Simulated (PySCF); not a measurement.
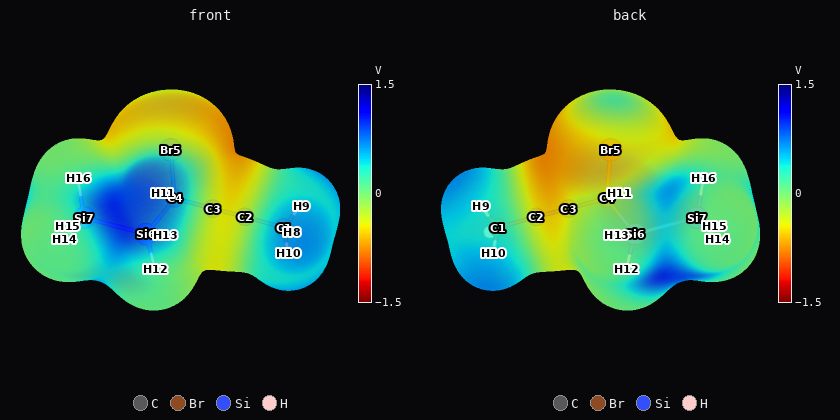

*C4H9BrSi2. The molecular electrostatic potential painted on the density surface at 0.001 e/bohr³, seen from the front and from behind; red is negative and blue positive.*

Geometry: GFN2-xTB.

The calculation used PySCF 2.14.0, CAM-B3LYP/def2-SVPD, SCF density, gas phase.

```yaml
atoms:
  - { symbol: C, position_ang: [3.7835, 0.2663, 0.0450] }
  - { symbol: C, position_ang: [2.3667, 0.5228, -0.0737] }
  - { symbol: C, position_ang: [1.1893, 0.7512, -0.1340] }
  - { symbol: C, position_ang: [-0.2157, 0.9632, -0.2680] }
  - { symbol: Br, position_ang: [-0.6723, 1.2921, -2.1939] }
  - { symbol: Si, position_ang: [-1.2538, -0.5656, 0.2921] }
  - { symbol: Si, position_ang: [-3.5112, -0.0610, 0.2051] }
  - { symbol: H, position_ang: [4.2334, 0.9603, 0.7549] }
  - { symbol: H, position_ang: [4.2614, 0.3957, -0.9257] }
  - { symbol: H, position_ang: [3.9521, -0.7544, 0.3884] }
  - { symbol: H, position_ang: [-0.5188, 1.8841, 0.2318] }
  - { symbol: H, position_ang: [-0.7228, -0.8606, 1.6332] }
  - { symbol: H, position_ang: [-0.7949, -1.6506, -0.5826] }
  - { symbol: H, position_ang: [-3.9984, 0.2888, 1.5435] }
  - { symbol: H, position_ang: [-4.2784, -1.2199, -0.2518] }
  - { symbol: H, position_ang: [-3.8280, 1.0642, -0.6759] }
```

Q: Describe the electrostatic potential map.

A: The most negative region (about −0.8 V) lies over C2, C3 and Br5, the most positive (about +1.1 V) over Si6, Si7 and H11. Br5 shows a σ-hole: about +0.2 V at the tip opposite its bond, against about −0.5 V on its flanks.

Q: What dipole moment does the calculation give?

A: Its dipole moment is 2.00 D.
